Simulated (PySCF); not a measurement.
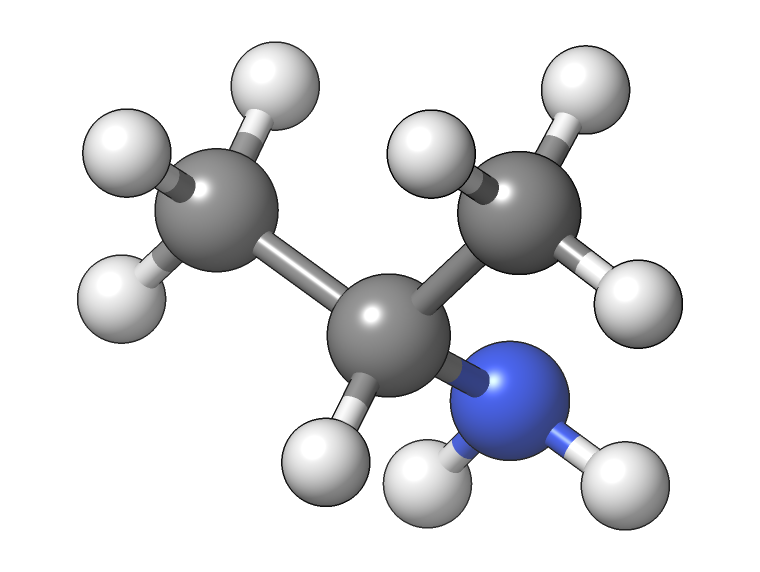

A ball-and-stick model of a molecule. Every bond is drawn as one stick, whatever its order. Colours: carbon grey, nitrogen blue, hydrogen white.

Computed geometry: GFN2-xTB optimisation. No frequency run is at hand to confirm it as a minimum.

> Which formula does it have?

C3H9N, 13 atoms: 3 carbon, 9 hydrogen and 1 nitrogen.

> How many sets of symmetry-equivalent atoms are there?

8: 2 C, 1 C, 1 N, 2 H, 2 H, 2 H, 1 H, 2 H.

> Does it have rings?

It has no ring.

> Which point group does it belong to?

Cs.

The parts below concern this one geometry. Atoms keep their numbers from picture to picture.

### Geometry

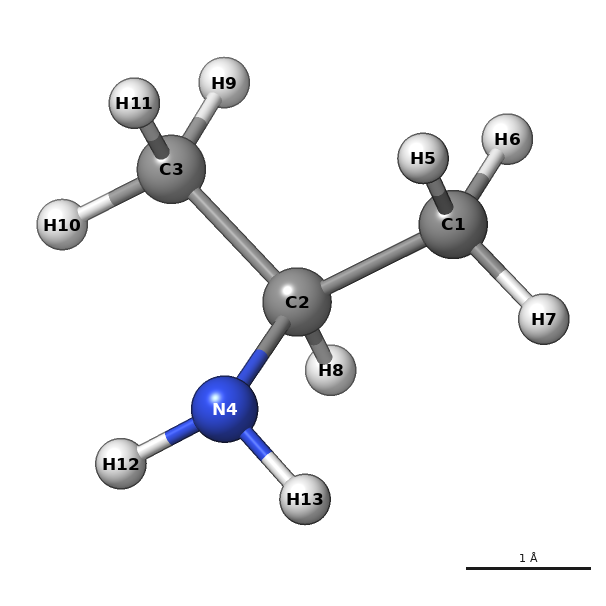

Atoms carry their numbers in the input. No frequency run is at hand to confirm it as a minimum.

Give the bond lengths.

```json
{"bond": "C1–C2", "length (Å)": "1.526", "order": "single"}
{"bond": "C1–H5", "length (Å)": "1.086", "order": "single"}
{"bond": "C1–H6", "length (Å)": "1.087", "order": "single"}
{"bond": "C1–H7", "length (Å)": "1.088", "order": "single"}
{"bond": "C2–C3", "length (Å)": "1.527", "order": "single"}
{"bond": "C2–N4", "length (Å)": "1.458", "order": "single"}
{"bond": "C2–H8", "length (Å)": "1.108", "order": "single"}
{"bond": "C3–H9", "length (Å)": "1.087", "order": "single"}
{"bond": "C3–H10", "length (Å)": "1.088", "order": "single"}
{"bond": "C3–H11", "length (Å)": "1.087", "order": "single"}
{"bond": "N4–H12", "length (Å)": "1.014", "order": "single"}
{"bond": "N4–H13", "length (Å)": "1.014", "order": "single"}
```

### Electronic properties

No frequency run is at hand to confirm it as a minimum. Properties computed with PBE0/pcSseg-1, gas phase (PySCF 2.14.0).

> What is the dipole moment?

1.31 D.

> What is the LUMO energy (Kohn–Sham orbital)?

1.37 eV.

> Estimate the HOMO energy (Kohn–Sham orbital).

−6.71 eV.

### Quadrupole coupling

No frequency run is at hand to confirm it as a minimum. Electric field gradients from the ground-state density, PBE0/pcSseg-1 (PySCF 2.14.0), non-relativistic apart from any core potentials.

Give the largest field-gradient component, the quadrupole coupling constant and the asymmetry for 14N at N4 (Q = 20.44 mb), 2H at H5 (Q = 2.86 mb), 2H at H6 (Q = 2.86 mb).

```json
{"atom": "N4", "V_zz (a.u.)": "−1.142", "e²qQ/h (MHz)": "−5.49", "η": "0.09"}
{"atom": "H5", "V_zz (a.u.)": "0.316", "e²qQ/h (MHz)": "0.213", "η": "0.02"}
{"atom": "H6", "V_zz (a.u.)": "0.318", "e²qQ/h (MHz)": "0.213", "η": "0.02"}
```

### Charges

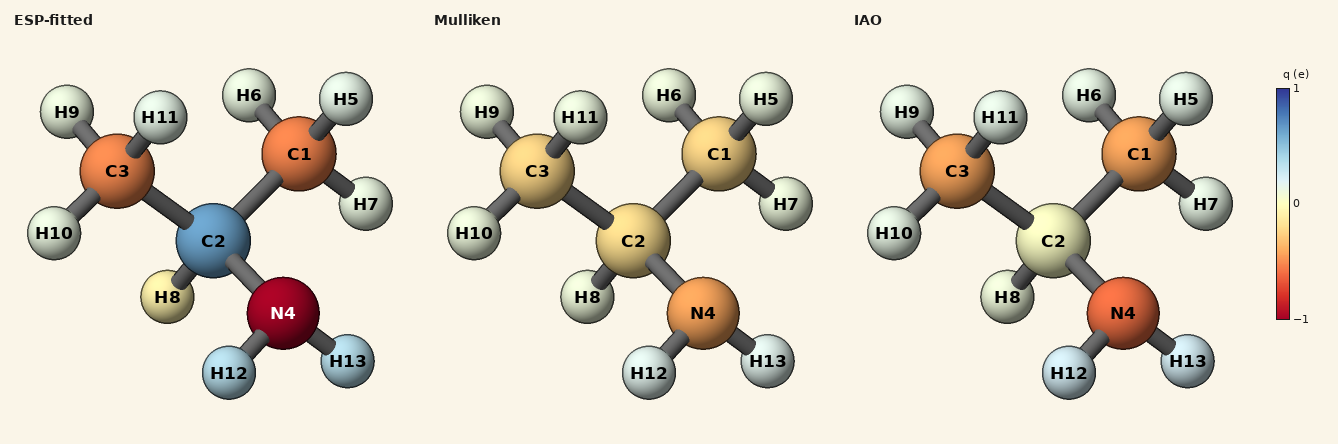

Atomic charges of one calculation by 3 schemes, on one colour scale. No frequency run is at hand to confirm it as a minimum. Method: PBE0/pcSseg-1 (PySCF 2.14.0).

> Which scheme gives the most polar picture (largest mean size of the charges)?

The ESP-fitted charges are the largest in size here, and the Mulliken charges the smallest.

> On which atom do the schemes disagree most?

On C2 (from −0.20 to 0.63 e).

List the charges (e), one line for each set of equivalent atoms.

```json
{"atom": "C1, C3", "ESP-fitted": "−0.52", "Mulliken": "−0.23", "IAO": "−0.42"}
{"atom": "C2", "ESP-fitted": "0.63", "Mulliken": "−0.20", "IAO": "0.02"}
{"atom": "N4", "ESP-fitted": "−0.98", "Mulliken": "−0.42", "IAO": "−0.58"}
{"atom": "H5, H11", "ESP-fitted": "0.14", "Mulliken": "0.11", "IAO": "0.14"}
{"atom": "H6, H9", "ESP-fitted": "0.12", "Mulliken": "0.11", "IAO": "0.14"}
{"atom": "H7, H10", "ESP-fitted": "0.12", "Mulliken": "0.11", "IAO": "0.13"}
{"atom": "H8", "ESP-fitted": "−0.08", "Mulliken": "0.10", "IAO": "0.10"}
{"atom": "H12, H13", "ESP-fitted": "0.35", "Mulliken": "0.17", "IAO": "0.24"}
```

### NMR shielding

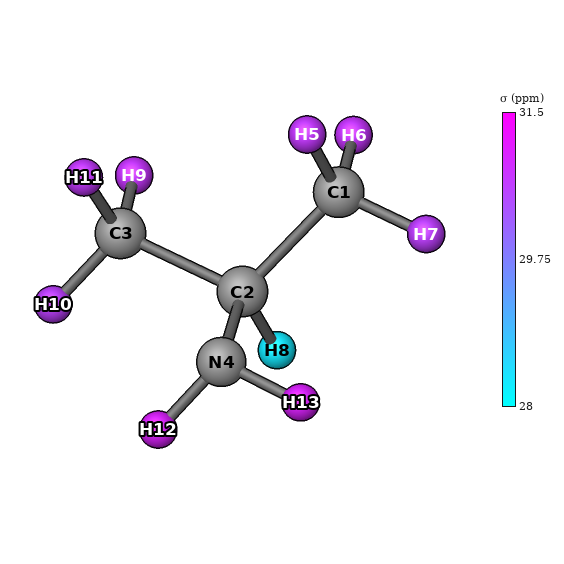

Atoms are coloured by their isotropic NMR shieldings (H only, the others grey). No frequency run is at hand to confirm it as a minimum. Method: GIAO PBE0/pcSseg-1 NMR shielding, non-relativistic, gas phase (PySCF 2.14.0).

Give the isotropic NMR shieldings of the H atoms atom by atom.

```tsv
atom	σ (ppm)
H5	30.70
H6	30.75
H7	30.62
H8	28.30
H9	30.75
H10	30.60
H11	30.70
H12	31.01
H13	31.02
```

Mulliken values depend strongly on the basis set and can even reverse the polarity of a bond.
